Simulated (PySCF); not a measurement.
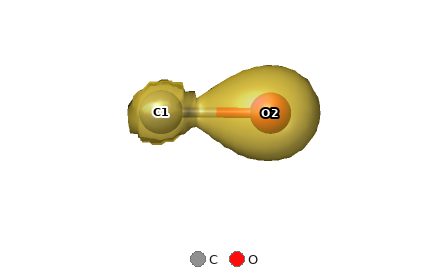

CO (SMILES [C-]#[O+]). Isosurface of the electron density at 3 e/Å³ (yellow), seen from one side.

Geometry: PBE0-D3(BJ)/def2-TZVP.

Method: PBE0/pcSseg-2, SCF density, gas phase, non-relativistic in PySCF 2.14.0.

| atom | x (Å) | y (Å) | z (Å) |
| --- | --- | --- | --- |
| C | 0.5702 | -0.0284 | 0.0014 |
| O | -0.5527 | -0.0005 | -0.0135 |

Q: How is the density connected at this value?

A: At this value the surface is in one piece. It bridges the sampled C–O (1.12 Å) contact, where the density stays above the isovalue. On the grid the lowest density along these lines, outside the cores, is 3.7 e/Å³ (C–O, 1.12 Å).
